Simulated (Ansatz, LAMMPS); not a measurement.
# Static equation of state of glassy 47SiO2-23SrO-30Li2O (mol %) (119 atoms)

Density of this cell: 2.81 g/cm³. The cell holds 119 atoms: 20 Si, 10 Sr, 26 Li and 63 O. Cell: a = 11.391 Å, b = 11.877 Å, c = 11.492 Å, α = 88.3°, β = 92.4°, γ = 90.0°. The starting structure: 119 atoms (20 Si, 10 Sr, 26 Li, 63 O) placed at random at 2.99 g/cm³, melted at 4000 K for 10 ps at fixed volume with the Morse and Coulomb pair potential with partial charges (Pedone, Malavasi, Menziani, Cormack and Segre, J. Phys. Chem. B 110, 11780 (2006)). Quenched from 4000 K to 300 K at 25 K/ps and fixed volume, held 10 ps at zero pressure.

Calculated with Ansatz 0.2.0: Kohn-Sham DFT, revPBE, PAW (set soft_2), plane waves; cutoff 420 eV, Γ point, fixed occupations. Cell and atoms were relaxed first, to V0 = 13.049 Å³ an atom at a residual P0 = 0.014 GPa. The cell was then scaled evenly, and the atoms were relaxed at each volume.

```
volume (Å³/atom)  pressure (GPa)
          11.744               ?
          12.266           3.097
          12.657           1.536
          13.440          -1.073
          13.832          -1.982
```

Task: Fit the third-order Birch–Murnaghan equation to the rows given and extrapolate to the withheld row.

Worked fit:

Take the Eulerian strain f = ½[(V0/V)^(2/3) − 1] and the normalised pressure F = (P − P0) / [3f(1 + 2f)^(5/2)]. The third-order Birch–Murnaghan equation is then the line F = B0 + (3/2)B0(B′ − 4) f, so u = f and v = F.

| u = f | v = F (GPa) |
| --- | --- |
| 0.0210566 | 44.0220 |
| 0.0102570 | 47.0059 |
| -0.00975646 | 39.0200 |
| -0.0190505 | 38.4915 |

With n = 4: mean u = 6.2669e-4, mean v = 42.1348, Σ(u − ū)² = 0.0010051, Σ(u − ū)(v − v̄) = 0.18950. Slope b = 0.18950 / 0.0010051 = 188.53; intercept a = v̄ − b ū = 42.017.

So B0 = a = 42.0 GPa and B′ = 4 + 2b/(3a) = 6.99. At the withheld volume f = 0.03638, F = a + b f = 48.88 GPa, and P = P0 + 3f(1 + 2f)^(5/2) F.

Prediction at 11.744: 6.373 GPa. The run gave 5.403 GPa, so the fit is high by 0.97 GPa (18 % of the value).

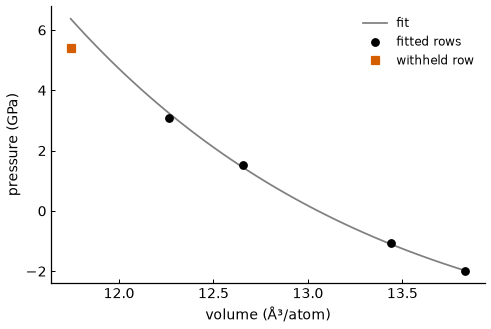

The fit, the rows that it rests on and the withheld row.

The series isn't one smooth equation of state: even a line fitted to all rows, the withheld one included, misses F by up to 10.2 %, the count of bonds changes along the series and an atom moves over 0.5 Å in some relaxation. B0 and B′ are then only the numbers of this fit, not moduli of the material. Among the rows given, the largest miss of the fit is at 12.266, by 0.14 GPa (1.9 % of the range of the table).

Limits: Static cells at zero temperature; the cell shape is held. The program notes that the SCF threshold of these relaxations is loose for the stress. The quench rate of 25 K/ps is many orders above laboratory rates, so the cell is likely richer in defects and strain than a real sample. The network of bonds at the start is that of the classical potential that made the cell, and needn't be the one that DFT or experiment would give. Only the Γ point is sampled, in a cell whose shortest periodic width is 11 Å.

[Logs are printed without paths, hosts, clocks, repeated set-up lines and the standing remarks that a program may print on its own settings, such as how far it seeks lower states.]

[Hosts, paths, dates, database ids (printed as entryN), source tags and the programs' standing remarks are cut or masked in the printed files.]
